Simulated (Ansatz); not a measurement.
## Converging the k-point mesh: BaCdSbF (P4mm, 8 atoms in the cell)

```
BaCdSbF
1.0
    4.60947     0.00000     0.00000
    0.00000     4.60947     0.00000
    0.00000     0.00000     9.75733
Ba Cd Sb F
2 2 2 2
Direct
  0.00000   0.50000   0.64561
  0.50000   0.00000   0.35951
  0.50000   0.50000   0.00000
  0.00000   0.00000   0.00000
  0.00000   0.50000   0.18461
  0.50000   0.00000   0.81539
  0.50000   0.50000   0.50000
  0.00000   0.00000   0.50000
```

Computed with LDA (PW92), default PAW files made with PBE (plane waves; Ansatz, a quantum-chemistry and plane-wave program).

Base settings: basis.ecutwfc = 30.9 Ry; kpoints.mp_grid.grid = 6 6 3; hamiltonian.xc = lda; hamiltonian.pseudopotentials = {kind: paw} (the program's default PAW files); scf.occupations.method = fermi_dirac; scf.occupations.width = 0.0015 Ry.

The second cell is the first with its lattice scaled by 0.98.

Only quantities that move along the ladder and can be compared are tabulated.

The count of work is k-points × plane waves × bands × iterations; it is no time. Core times come from one kind of shared machine, to one figure; runs under 30 s give none.

The starting cell comes from a database of computed structures (which also holds hypothetical and non-ambient phases and stackings), without a prior relaxation at this level. Its lattice was rescaled by up to half a per cent. One atom was moved a little off its site on purpose. In the base run, with a pressure of about -4 GPa the cell is away from its equilibrium volume at this level. Ansatz's pressure includes its estimate of the finite-basis (Pulay) stress.

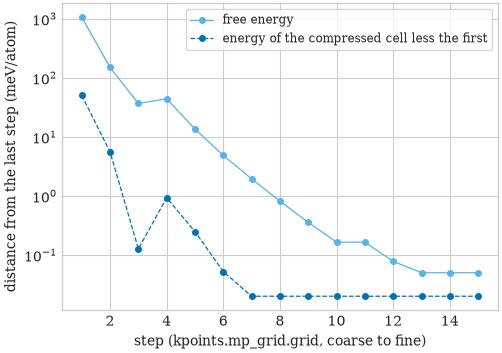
Figure: Distance from the last step along the ladder; very small values are drawn at a floor.

```tsv
kpoints.mp_grid.grid	free energy less the last step's (meV/atom)	energy of the compressed cell less the first (meV/atom)	pressure (GPa)	largest difference of a force vector from the last step's (eV/Å)	count of work / last	core time / last (rough)
1 1 1	1066.68	28.43	1.40	1.236	0.012	–
2 2 1	149.85	-16.37	-3.15	0.534	0.013	–
3 3 1	36.82	-21.83	-3.70	0.185	0.013	–
3 3 2	44.17	-21.02	-3.62	0.151	0.027	–
4 4 2	13.57	-21.70	-3.69	0.066	0.053	–
5 5 3	4.86	-21.90	-3.71	0.027	0.047	–
6 6 3	1.95	-21.94	-3.72	0.011	0.078	–
7 7 4	0.81	-21.95	-3.72	0.005	0.12	–
8 8 4	0.36	-21.96	-3.72	0.002	0.17	0.3
9 9 4	0.17	-21.96	-3.72	0.001	0.17	0.2
9 9 5	0.16	-21.95	-3.72	0.001	0.20	0.3
10 10 5	0.08	-21.96	-3.72	0.000	0.28	0.2
11 11 6	0.03	-21.95	-3.72	0.000	0.37	0.5
13 13 6	0.01	-21.96	-3.72	0.000	0.50	0.7
14 14 7	0.01	-21.96	-3.72	0.000	0.64	0.7
16 16 8	0.00	-21.95	-3.72	0.000	1.0	1
```

Coarsest kpoints.mp_grid.grid that holds the forces within 0.02 eV/Å of the last step, with all finer ones: 6 6 3, at 0.078 of the last step's count of work; the step before is off by 0.027 eV/Å.

Coarsest kpoints.mp_grid.grid that holds the free energy within 1 meV/atom of the last step, with all finer ones: 7 7 4, at 0.12 of the last step's count of work; the step before is off by 1.9 meV/atom.

Coarsest kpoints.mp_grid.grid that holds the pressure within 0.2 GPa of the last step, with all finer ones: 3 3 1, at 0.013 of the last step's count of work; the step before is off by 0.56 GPa.

The energy difference between the two cells stays within 1 meV/atom of the last step's from 3 3 1 on, the total only from 7 7 4 on: much of the error is common to both cells and cancels.

Keys are those of Ansatz 0.2.
